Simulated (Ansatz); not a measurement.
System: C$_{2}$H$_{7}$FO$_{2}$Si$_{2}$.

```xyz
14

O    -1.6581   -2.0858   -0.9247
C    -0.6506   -2.7155   -0.6439
O     0.5666   -2.1663   -0.4556
Si    0.6268   -0.4468   -0.6801
F     2.2068   -0.1575   -0.4563
C    -0.3527    0.4727    0.6035
Si    0.1980    2.2824    0.7910
H    -0.6149   -3.8166   -0.5116
H     0.2904   -0.1194   -2.0945
H    -1.4174    0.4241    0.3145
H    -0.2528   -0.0388    1.5783
H     0.4252    2.8940   -0.5608
H    -0.8545    3.0830    1.4994
H     1.4744    2.3612    1.5697
```

Computed with Ansatz 0.2.0, RKS PBE-D4/6-31G*.

### What will maps of the electron density and electron localisation function show?

C–O (1.22 Å): ρ is about 3.2 e/Å³ halfway; the ELF peaks at about 0.85 between the atoms; a short, multiple covalent bond.
Si–F (1.62 Å): the density is about 1 e/Å³ at the midpoint; the ELF peaks at about 0.85 in the valence shell of F, 0.7 Å from its nucleus, and is about 0.40 at the midpoint.
Si–O (1.74 Å): ρ is about 0.94 e/Å³ halfway; the ELF peaks at about 0.85 between the atoms, as expected for a shared but strongly polarised pair.
C–H (1.11 Å): ρ at the midpoint is about 2 e/Å³; the ELF climbs to about 1 towards the hydrogen, as it does in any bond to H (a covalent bond by its length).

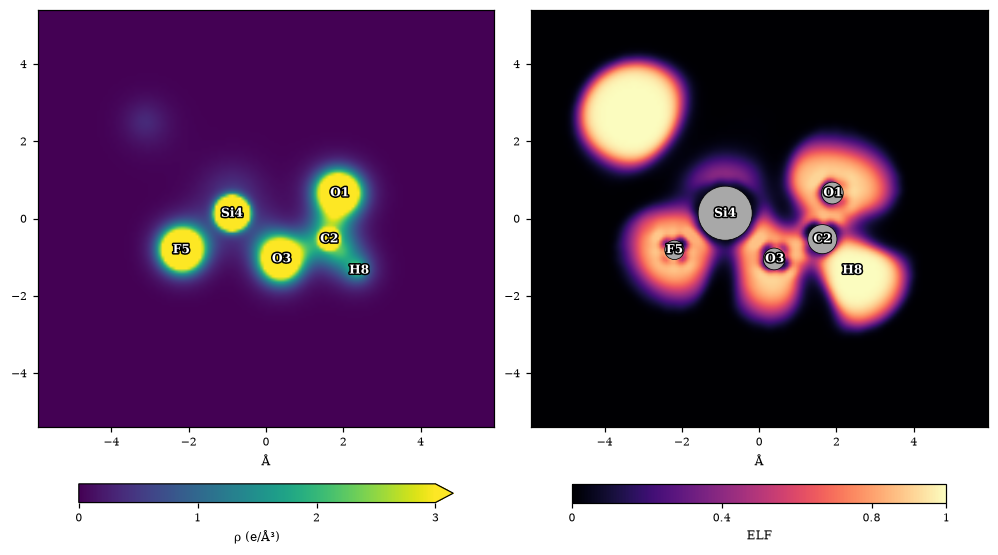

Computed electron density and electron localisation function on the plane of atoms O3, C2 and H8, in this order. Grey discs cover the atomic cores in the ELF map. 
